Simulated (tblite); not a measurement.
C₂H₈BN₂Si: frequency calculation

The run: frequency calculation of C₂H₈BN₂Si, multiplicity 2, SMILES C[Si]1CNBN1. Method and program: GFN2-xTB harmonic vibrations, gas phase (tblite 0.8.0).

It belongs to a series of runs on one base structure; here: H removed from Si.

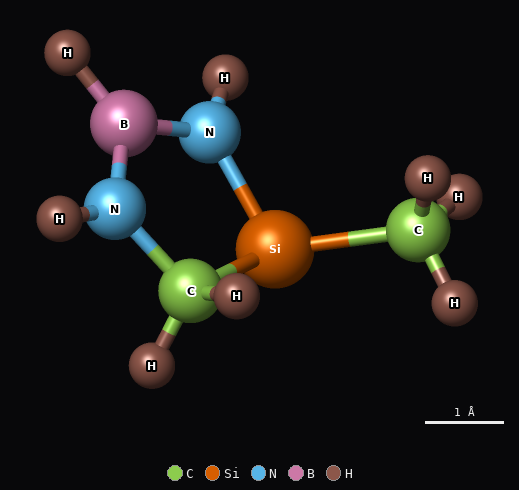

**Figure 1.** The structure as given in the input (ball-and-stick view, seen at a tilt). Bond lengths as drawn: B–H 1.17 Å, B–N 1.39 to 1.43 Å, C–H 1.09 to 1.10 Å, C–N 1.45 Å, C–Si 1.91 to 1.93 Å, H–N 1.00 to 1.01 Å and N–Si 1.74 Å.

### Key numbers

```tsv
quantity	value
outcome	converged
total energy	−467.3807 eV
zero-point energy	68.5420 kcal/mol
hardware	1 CPU thread, shared host
peak memory	0.18 GiB
```

### The input
```
{"job": {"kind": "ir", "xc": "GFN2-xTB", "basis": "xTB"}, "charge": 0, "multiplicity": 2}
C      2.238063    -0.555522    -0.019737
Si     0.547698    -0.276710    -0.868584
C     -0.952626    -1.063216     0.056482
N     -1.801288     0.072262     0.350568
B     -1.346673     1.347565     0.025056
N     -0.060769     1.327509    -0.597417
H      2.207674    -0.254643     1.026222
H      2.525263    -1.601140    -0.063120
H      3.018158     0.017821    -0.510175
H     -0.628886    -1.554569     0.983487
H     -1.502398    -1.810132    -0.525066
H     -2.684487    -0.141993     0.784079
H     -1.952920     2.323368     0.244017
H      0.392514     2.168927    -0.907978
```

The first line tells a small driver script what to run in tblite; the rest is the geometry in Å.

Launched with:
```bash
OMP_NUM_THREADS=1 python <driver script> task.json out
```

### The program's output
```
mode    cm-1     km/mol
  1      98.5      0.37
  2      99.4      0.05
  3     147.9      1.14
  4     214.1      2.67
  5     327.6     21.13
  6     416.5      8.62
  7     523.2      0.40
  8     551.0     77.74
  9     615.2      6.95
 10     672.1     10.69
 11     730.8     27.42
 12     753.2     68.88
 13     764.2     49.61
 14     798.2     88.00
 15     821.2     70.81
 16     846.0    100.91
 17     937.7     29.30
 18     997.3      6.97
 19    1116.0     19.79
 20    1154.8     25.87
 21    1166.1     60.53
 22    1223.1    119.85
 23    1269.9    167.04
 24    1352.3      1.76
 25    1416.9    118.69
 26    1475.7      1.91
 27    1488.7      9.04
 28    1492.3      2.73
 29    2633.7    244.80
 30    2855.7     73.78
 31    2920.5     55.69
 32    2993.6     22.74
 33    3049.3     33.54
 34    3051.6     16.75
 35    3465.3      6.00
 36    3506.4      1.00
```

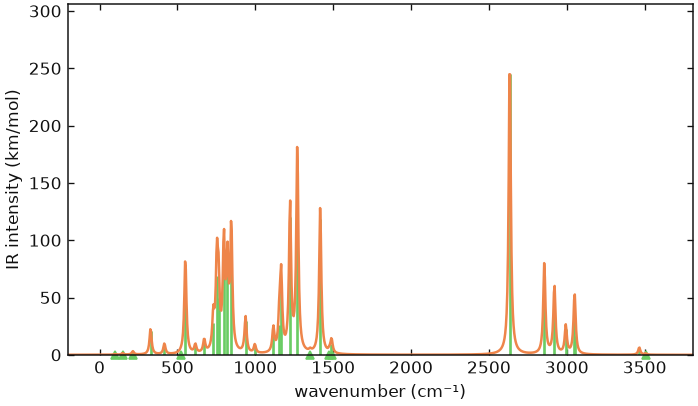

**Figure 2.** Harmonic infrared spectrum, unscaled: sticks (degenerate modes added up, dark ones marked on the axis) with a Lorentzian envelope of 16 cm⁻¹ full width, scaled to the tallest stick. 36 modes from 98 to 3506 cm⁻¹, none imaginary. The strongest line is at 2634 cm⁻¹ (245 km/mol).
